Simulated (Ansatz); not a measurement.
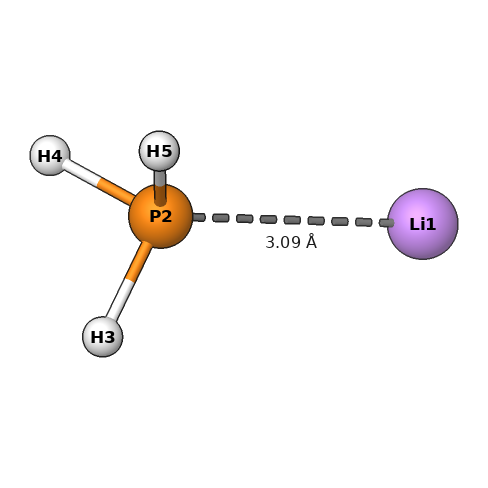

Two molecules or ions; the broken line marks their closest contact (measured against van der Waals radii). Charge +1, singlet. Geometry: a pair of rigid molecules at a changed separation. Program: Ansatz 0.2.0.

Question: Which two species are they?

Answer: Li and PH3 (`P.[Li+]`).

Give the counterpoise-corrected interaction energy (kcal/mol, monomers kept as in the pair) with RHF-CCSD(T) (frozen core)/def2-TZVPPD; ωB97M-V/def2-TZVPPD.

```tsv
level	interaction energy (kcal/mol)
RHF-CCSD(T) (frozen core)/def2-TZVPPD	−19.6
ωB97M-V/def2-TZVPPD	−20.4
```
